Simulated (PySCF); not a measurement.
```xyz
2

Sc    0.0000    0.0000   -0.8828
S     0.0000    0.0000    1.2412
```

All numbers below come from PBE0/def2-TZVPP, non-relativistic Hamiltonian with scalar-relativistic core potentials where named, at a bond length of 2.124 Å (PySCF 2.14.0).

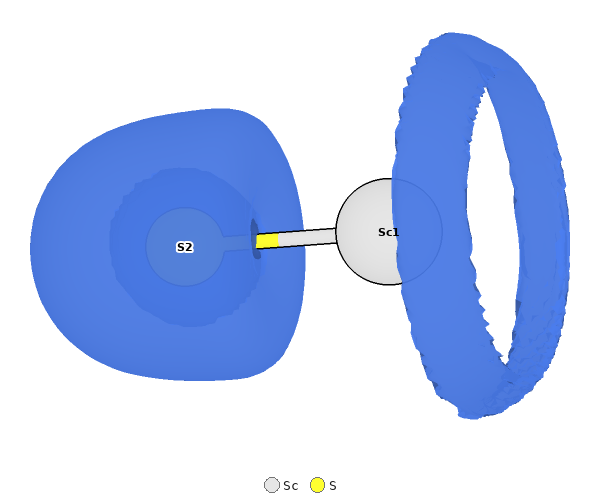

ScS (doublet). Isosurface of the ELF at 0.75 (blue), seen from one side. Core shells and regions of very low density are left out.

Q: Describe the localisation domains.

A: At this value the surface marks out one region wrapped around S (its valence shell) and one region wrapped around Sc (its valence shell). Along the contacts the grid gives the following. Sc–S (2.12 Å): the ELF peaks at about 0.75 in the valence shell of S, 0.8 Å from its nucleus, and is about 0.45 at the midpoint.
